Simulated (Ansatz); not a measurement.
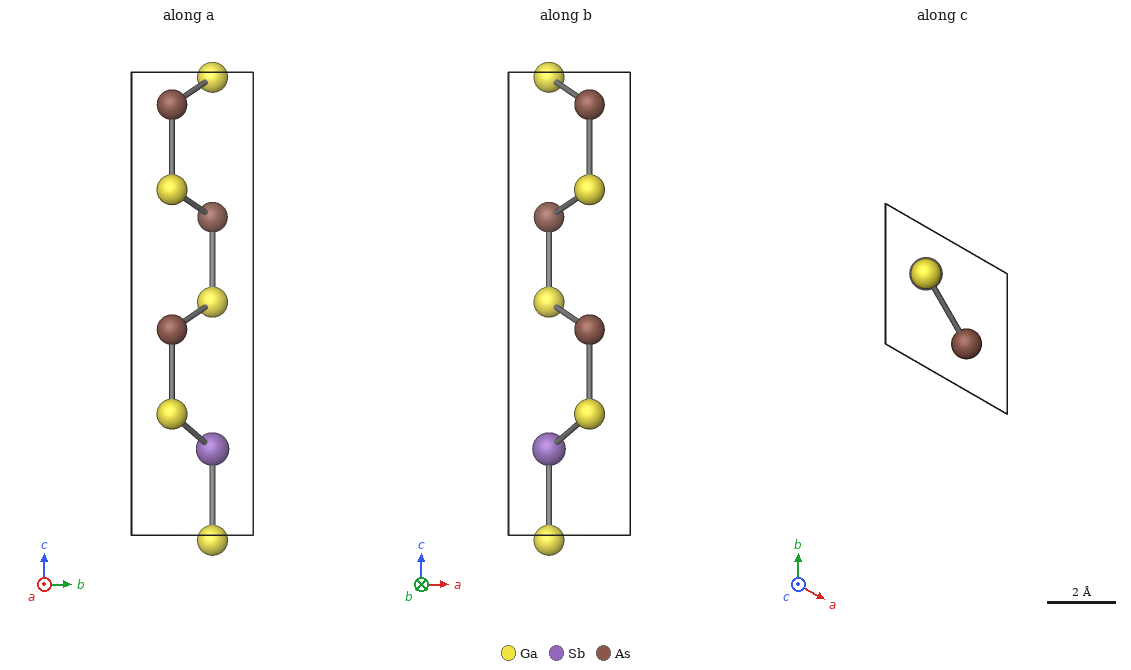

Shown here is a ball-and-stick view of the crystal, taken along the a axis, along the b axis and along the c axis. Lines trace the edges of the conventional unit cell.

Lattice parameters: a = 4.135 Å, b = 4.135 Å, c = 13.640 Å, α = 90.00°, β = 90.00°, γ = 120.00°.

### Convert the drawing into a table of Wyckoff sites, with free fractional coordinates to two decimals.

Space group P3m1 (No. 156).
```tsv
atom	site	x	y	z
Ga	1b	0.3333	0.6667	0.50
Ga	1b	0.3333	0.6667	0.99
Ga	1c	0.6667	0.3333	0.26
Ga	1c	0.6667	0.3333	0.75
Sb	1b	0.3333	0.6667	0.19
As	1b	0.3333	0.6667	0.69
As	1c	0.6667	0.3333	0.44
As	1c	0.6667	0.3333	0.93
```

Provenance: a structure type filled with these elements by a generator (whether the compound takes this form wasn't checked). A relaxation with Ansatz 0.2.0, DFT PBE, scalar-relativistic, plane waves, PAW gave the geometry drawn.
